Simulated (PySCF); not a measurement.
Input

```
{"job": {"kind": "nmr", "xc": "PBE0", "basis": "pcSseg-1"}, "charge": 0, "multiplicity": 1}
C     -2.672711    -2.445800     1.574530
C     -1.878638    -1.375981     1.016937
C     -1.221915    -0.476436     0.546748
B     -0.384239     0.642892    -0.004930
B      0.894484     1.284387     0.820466
S      2.510867     0.584410     0.798874
C      2.346388    -0.907212    -0.252834
S     -0.849250     1.206730    -1.640748
C      0.346595     2.549461    -1.981066
H     -2.035691    -3.298531     1.811248
H     -3.154529    -2.105279     2.491546
H     -3.438963    -2.760773     0.865866
H      0.847272     2.263154     1.470286
H      1.584214    -1.557607     0.164246
H      2.076811    -0.615969    -1.263372
H      3.309531    -1.407018    -0.255591
H      1.360097     2.160199    -1.961623
H      0.117849     2.935514    -2.969442
H      0.232022     3.333111    -1.238603
```

Launched as:

```sh
OMP_NUM_THREADS=1 python probes_run.py task.json out
```

Geometry: GFN2-xTB.

Method: PySCF, PBE0/pcSseg-1, SCF density, gas phase, non-relativistic.

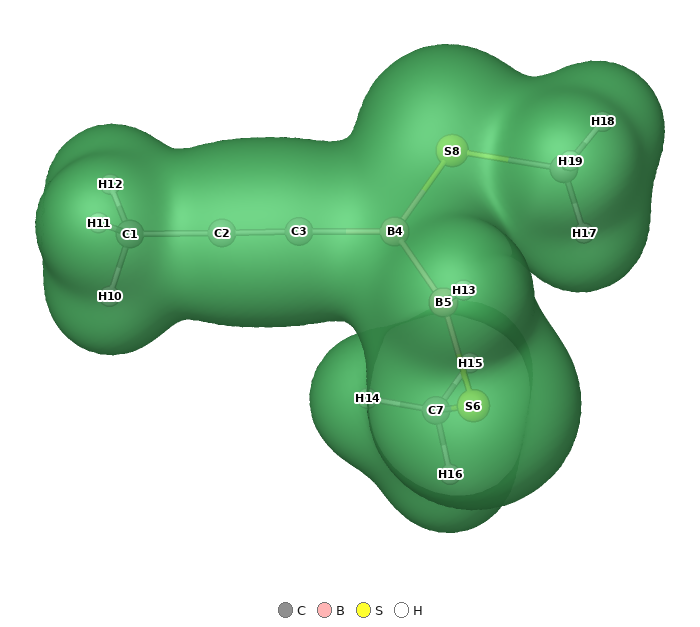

C$_{5}$H$_{10}$B$_{2}$S$_{2}$ (SMILES CC#CB(BSC)SC). Isosurface of the electron density at 0.05 e/Å³ (green), seen at a tilt.

What does this surface tell about the bonding?

Answer. At this value the surface is in one piece. It bridges the sampled C–C (1.21 Å), C–B (1.50 Å), B–B (1.65 Å) and B–S (1.76 Å) contacts, where the density stays above the isovalue. On the grid the lowest density along these lines, outside the cores, is 2.7 e/Å³ (C–C, 1.21 Å), 1.3 e/Å³ (C–B, 1.50 Å), 1.1 e/Å³ (B–B, 1.65 Å) and 1.1 e/Å³ (B–S, 1.76 Å).
